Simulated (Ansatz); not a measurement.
Start from Cu$_{3}$N (space group Pm-3m, No. 221; a = 3.827 Å).

Perturbation: an isotropic linear strain of +3.00 %; the atoms relax in the strained cell.

All numbers come from PBE/PAW in Ansatz (a quantum-chemistry and plane-wave program), spin-orbit coupling left out.

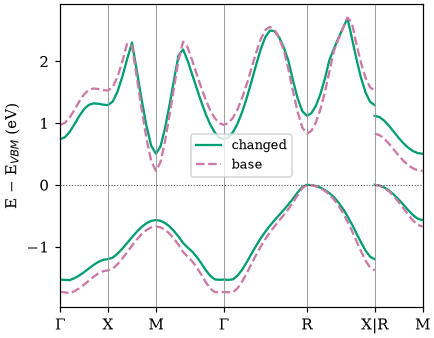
Highest valence and lowest conduction band along the path, each from its own valence-band maximum

**Question.** Read the changed gap and its character from the plot.

**Answer.** About 0.5 eV, indirect, R → M.

Whether these cells are dynamically stable was not tested. The final runs are not spin-polarised.
